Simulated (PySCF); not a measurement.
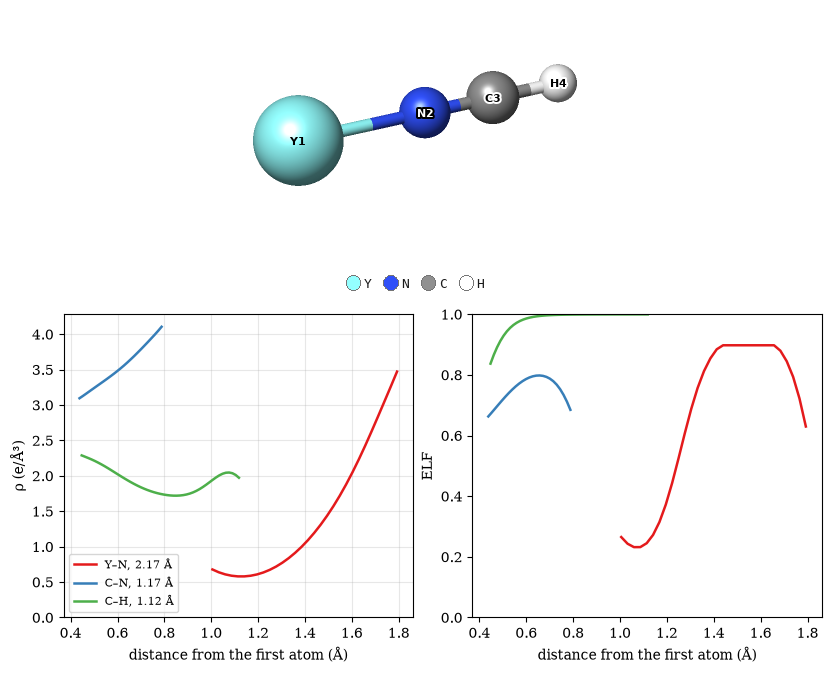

Figure 1: CHNY (charge +3). Electron density and electron localisation function along straight lines between neighbouring atoms. The curves leave out the atomic cores. The structure is drawn too.

Core potentials replace the inner electrons of Y.

Computed with PySCF, RKS PBE0, Y def2-SVP with ECP28, N def2-SVP, C def2-SVP, H def2-SVP; non-relativistic Hamiltonian with scalar-relativistic core potentials where named; density fitting.

```yaml
atoms:
  - { symbol: Y, position_ang: [0.0000, 0.0000, -0.5130] }
  - { symbol: N, position_ang: [0.0000, 0.0000, 1.6598] }
  - { symbol: C, position_ang: [0.0000, 0.0000, 2.8272] }
  - { symbol: H, position_ang: [0.0000, 0.0000, 3.9452] }
```

> What kind of bonding do the profiles show?

Y–N (2.17 Å): ρ is about 0.59 e/Å³ halfway; the ELF peaks at about 0.90 in the valence shell of N, 0.7 Å from its nucleus, and drops to about 0.25 between the two atoms (a largely ionic contact).
C–N (1.17 Å): ρ at the midpoint is about 3.4 e/Å³; the ELF peaks at about 0.80 between the atoms; a multiple bond.
C–H (1.12 Å): ρ is about 2.1 e/Å³ halfway; the ELF is about 1 at the midpoint: an ordinary covalent bond to hydrogen.
